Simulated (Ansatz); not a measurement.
# Ge (diamond structure), cut as [110] fin, 1.15 nm along [001] by 0.41 nm along [1-10], dimers on {100} faces

Computed with PBE (plane waves to 420 eV, PAW; Ansatz, a quantum-chemistry and plane-wave program).

k-points: Γ-centred 1×1×3 mesh; occupations: Fermi-Dirac, 0.020 eV; spin polarisation not allowed. Spin-orbit coupling is left out.

 The relaxation kept the symmetry of its start, so a lower minimum of less symmetry isn't excluded. The period along the axis is held at the bulk value.

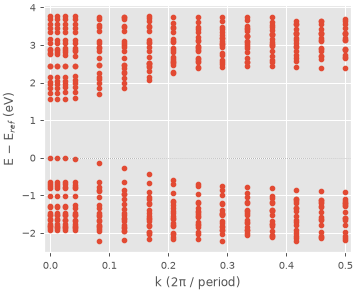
Fig. 1. Levels along the axis at 15 k-points, drawn as points, zero at the top of the valence band

Electronic character: not metallic; Kohn-Sham band gap: 1.55 eV. Only levels within the plotted window are shown.
